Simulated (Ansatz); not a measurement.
## SiS2, pressure series

Base system: SiS2 (space group Ibam, No. 72; a = 6.3657 Å, b = 11.1269 Å, c = 5.5927 Å; made of chains).

Cell and atoms are relaxed at each pressure.

Method: PBE/PAW in Ansatz (a program for electronic structure), no spin-orbit coupling.

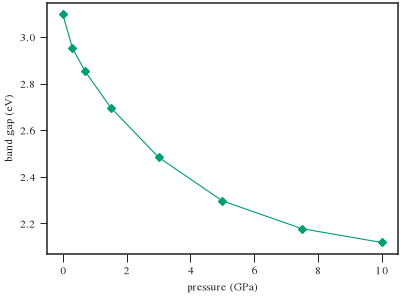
*Band gap against pressure*

```json
[
 {"pressure (GPa)": "0.3", "band gap": "2.95 eV"},
 {"pressure (GPa)": "0.7", "band gap": "2.85 eV"},
 {"pressure (GPa)": "1.5", "band gap": "2.70 eV"},
 {"pressure (GPa)": "3", "band gap": "2.48 eV"},
 {"pressure (GPa)": "5", "band gap": "2.30 eV"},
 {"pressure (GPa)": "7.5", "band gap": "2.18 eV"},
 {"pressure (GPa)": "10", "band gap": "2.12 eV"}
]
```

Load acts through the strain it causes; cell and atoms are relaxed under it. Stability against distortions was not tested. Competing high-pressure phases were not computed. No dispersion term is included, though the crystal is made of layers, chains or molecules, so its spacings can come out too wide.
